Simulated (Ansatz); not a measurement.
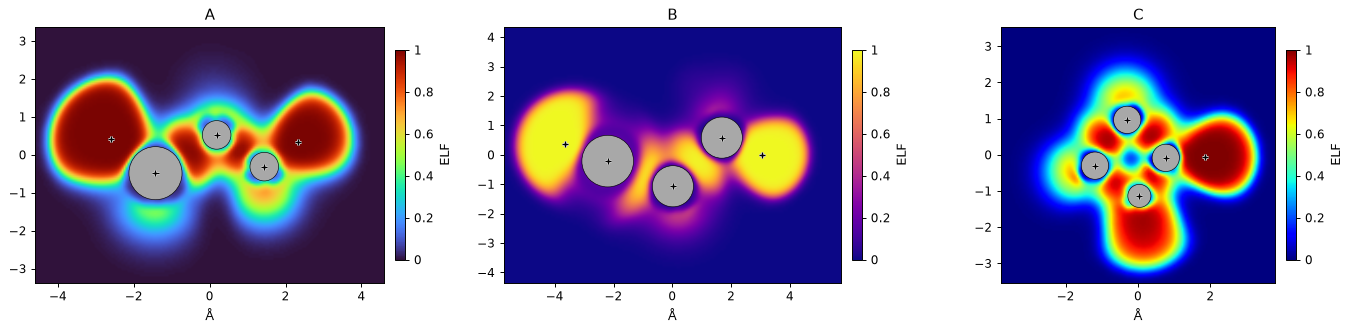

The ELF of 3 systems, each on a plane through atoms (crosses mark nuclei in the plane; grey discs cover the cores).

Computed with Ansatz, RKS PBE0-D4/def2-TZVPP.

System 1: C$_{2}$H$_{7}$FSi (SMILES CC(F)[SiH3]), the plane of atoms C2, Si4 and H11. Geometry: PBE0-D4/def2-TZVP.

```xyz
11

C    -0.7931    1.1689    0.0509
C    -0.5556   -0.3082    0.2519
F    -1.4478   -1.0270   -0.5565
Si    1.2063   -0.8818   -0.1771
H    -0.5783    1.4670   -0.9777
H    -1.8320    1.4238    0.2745
H    -0.1483    1.7478    0.7174
H    -0.7869   -0.5838    1.2884
H     2.1660   -0.1936    0.7287
H     1.5124   -0.5197   -1.5852
H     1.3227   -2.3504    0.0054
```

System 2: C$_{3}$H$_{5}$N (SMILES C1=NCC1), the plane of atoms N2, C3 and C4. Geometry: PBE0-D4/def2-TZVP.

```xyz
9

C    -0.7402    0.5001   -0.7092
N     0.4352    0.9824   -0.8626
C     0.9593    0.0705    0.1851
C    -0.4657   -0.5061    0.3630
H    -1.6356    0.8001   -1.2533
H     1.7118   -0.6215   -0.1989
H     1.3693    0.6081    1.0427
H    -0.6016   -1.5543    0.0877
H    -0.9439   -0.3256    1.3284
```

System 3: H$_{6}$OSi$_{2}$Zn, the plane of atoms Si2, Si3 and Zn4. Geometry: PBE0-D4/def2-TZVP.

```yaml
atoms:
  - { symbol: O, position_ang: [-1.7946, 1.3127, 0.3384] }
  - { symbol: Si, position_ang: [-0.3531, 1.3061, -0.4784] }
  - { symbol: Si, position_ang: [0.5694, -0.8400, -0.6860] }
  - { symbol: Zn, position_ang: [0.8384, -1.9836, 1.3797] }
  - { symbol: H, position_ang: [-1.7775, 1.0936, 1.2703] }
  - { symbol: H, position_ang: [-0.6643, 1.8988, -1.8038] }
  - { symbol: H, position_ang: [0.6473, 2.1791, 0.2074] }
  - { symbol: H, position_ang: [-0.2810, -1.6392, -1.6188] }
  - { symbol: H, position_ang: [1.8973, -0.6690, -1.3529] }
  - { symbol: H, position_ang: [1.0012, -2.7095, 2.7470] }
```

> Which map belongs to which system?

Panel A is system 1, C$_{2}$H$_{7}$FSi: the plane holds C, Si and H. C–C (1.51 Å): the ELF peaks at about 0.95 between the atoms, as expected for a shared electron pair. Panel B is system 3, H$_{6}$OSi$_{2}$Zn: the plane holds Si, Zn and H. Si–Si (2.35 Å): the ELF peaks at about 1 between the atoms; a shared electron pair. Panel C is system 2, C$_{3}$H$_{5}$N: the plane holds C, N and H. C–N (1.28 Å): the ELF peaks at about 0.90 between the atoms (localised, covalent bonding).
